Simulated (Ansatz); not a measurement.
The calculation's input:

```
crystal:
  periodic: [false, false, false]
  atoms:
    - {symbol: Si, position_ang: [-0.262058, 0.056593, -0.554742]}
    - {symbol: Si, position_ang: [0.970643, -1.884599, 1.485703]}
    - {symbol: Si, position_ang: [-0.984051, 1.587516, -2.203261]}
    - {symbol: Si, position_ang: [-1.371342, 0.455305, 1.444387]}
    - {symbol: O, position_ang: [-0.243066, -1.340485, -1.414696]}
    - {symbol: H, position_ang: [1.780818, 0.216101, 0.527141]}
    - {symbol: N, position_ang: [1.509419, 0.736019, -0.337928]}
    - {symbol: H, position_ang: [0.336336, -3.077967, 0.791381]}
    - {symbol: H, position_ang: [2.402824, -2.356025, 1.561431]}
    - {symbol: H, position_ang: [0.480873, -2.054642, 2.893629]}
    - {symbol: H, position_ang: [-0.240667, 1.507060, -3.493791]}
    - {symbol: H, position_ang: [-0.791501, 2.971793, -1.670589]}
    - {symbol: H, position_ang: [-2.434288, 1.402122, -2.473018]}
    - {symbol: H, position_ang: [-0.381711, 1.142437, 2.319712]}
    - {symbol: H, position_ang: [-1.869672, -0.798524, 2.057913]}
    - {symbol: H, position_ang: [-2.538897, 1.379039, 1.270931]}
    - {symbol: H, position_ang: [-0.058705, -2.112533, -0.856261]}
    - {symbol: H, position_ang: [2.110651, 0.422410, -1.096483]}
    - {symbol: H, position_ang: [1.584495, 1.748379, -0.251660]}
basis:
  gaussian: {orbitals: def2-TZVPP}
hamiltonian: {xc: pbe0, dispersion: d4}
output: {orbitals: {seedname: orbitals}}
```

Launched as:

```sh
ansatz run in.yaml --threads 4 --pin off --events-out ev --progress --plain --max-ram 41984MiB --backend cuda --devices 0, --max-vram 37GiB
```

A transition-state structure; geometry: PBE0-D4/def2-TZVP.

Method: RKS PBE0-D4/def2-TZVPP (Ansatz).

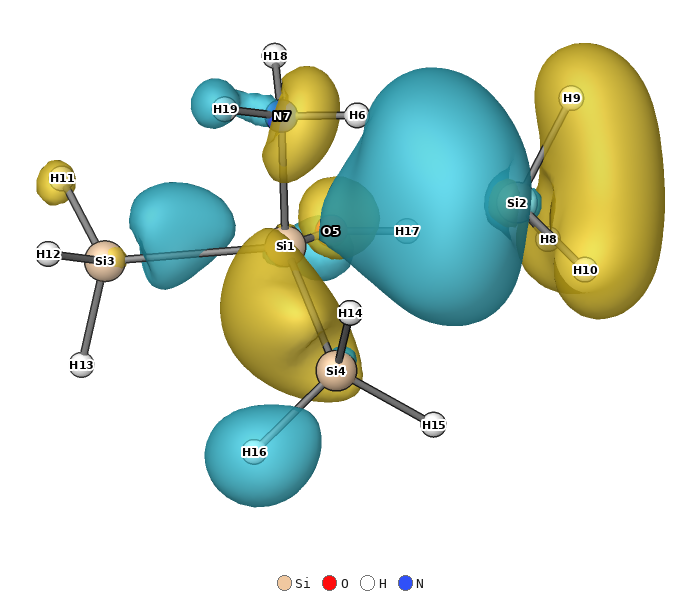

H10NOSi3···H3Si. The HOMO at ±0.08 Å⁻³ᐟ² (yellow and cyan are the two phases), seen at a tilt.

Question: Describe this orbital and give its energy.

Answer: It lies mainly on Si2 (about 50 %), Si1 (about 10 %) and Si4 (about 10 %). Its energy is −5.35 eV.
